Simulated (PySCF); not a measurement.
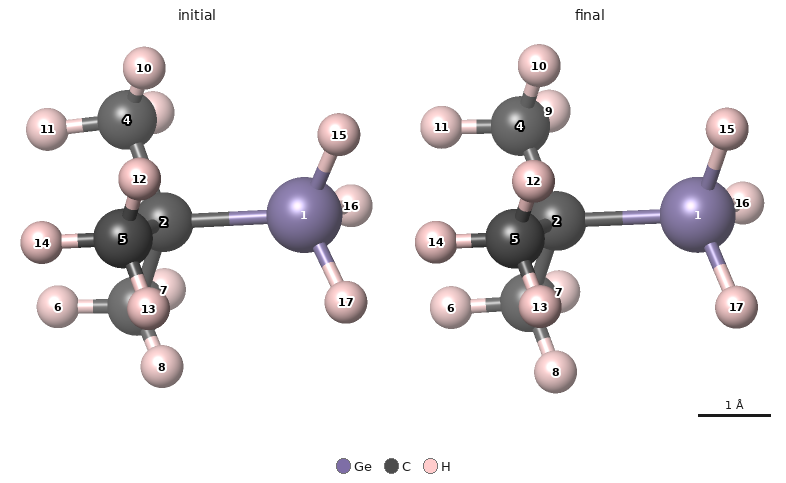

The structure of C₄H₁₂Ge before (left) and after (right) a relaxation, at one scale.

Style: ball-and-stick. Shown face on.

The start comes from GFN2-xTB. Its atoms were then displaced at random by about 0.03 Å.

Computed with PBE0-D3(BJ)/def2-SVP geometry optimisation, gas phase (PySCF 2.14.0, density-fitted response routines). 

**What changed between the two?**

The largest move after the best rigid fit is that of an H atom, 0.11 Å. By element the largest moves are H 0.11 Å, Ge 0.10 Å, C 0.09 Å. Near-neighbour distances that change, for instance: C–H 0.977 → 1.102 Å, Ge–H 1.433 → 1.543 Å, C–H 1.009 → 1.102 Å, C–C 1.607 → 1.529 Å. Bond angles that change, for instance: H–C–H 115.9° → 107.8°, H–C–H 115.3° → 107.8°, H–C–H 114.3° → 107.4°. Over 4 geometry steps the energy falls by 1.150 eV.
